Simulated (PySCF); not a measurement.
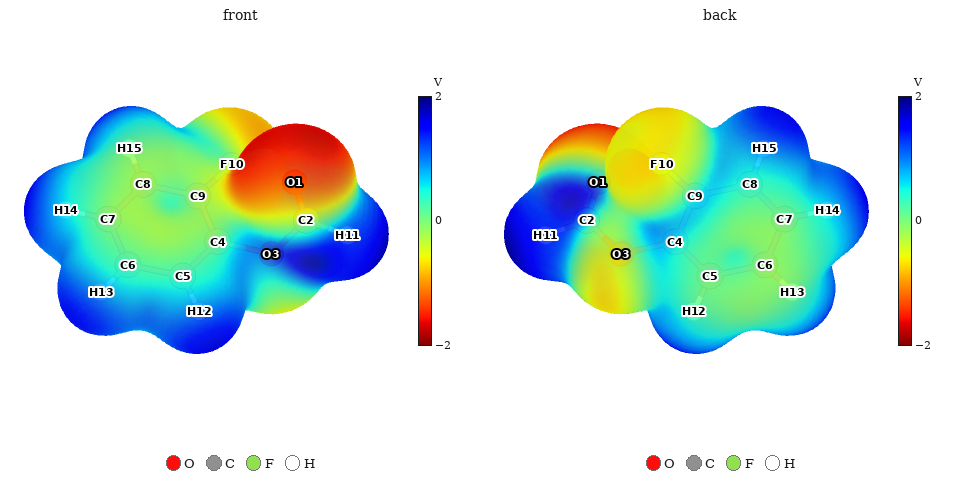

*C$_{7}$H$_{5}$FO$_{2}$. The electrostatic potential painted on the density surface at 0.004 e/bohr³, seen from the front and from behind; red is negative and blue positive.*

Geometry: PBE0-D3(BJ)/def2-SVP.

The calculation used CAM-B3LYP/def2-SVPD, SCF density, gas phase in PySCF.

| atom | x (Å) | y (Å) | z (Å) |
| --- | --- | --- | --- |
| O | 3.3428 | 0.7588 | 1.8149 |
| C | 3.6183 | 0.4014 | 0.7143 |
| O | 2.7330 | 0.0767 | -0.2530 |
| C | 1.3912 | 0.2241 | 0.0225 |
| C | 0.5657 | -0.8926 | 0.0523 |
| C | -0.8011 | -0.7406 | 0.2796 |
| C | -1.3366 | 0.5297 | 0.4842 |
| C | -0.5105 | 1.6526 | 0.4557 |
| C | 0.8473 | 1.4940 | 0.2216 |
| F | 1.6473 | 2.5524 | 0.1731 |
| H | 4.6403 | 0.2668 | 0.3066 |
| H | 1.0144 | -1.8746 | -0.1082 |
| H | -1.4471 | -1.6203 | 0.3005 |
| H | -2.4061 | 0.6527 | 0.6672 |
| H | -0.9005 | 2.6602 | 0.6104 |

### Describe the electrostatic potential map.

The most negative region (about −1.7 V) lies over O1, the most positive (about +1.8 V) over C2 and H11. O1 is the likeliest acceptor of a hydrogen bond.

### How polar is the molecule by this calculation?

Its dipole moment is 2.47 D.
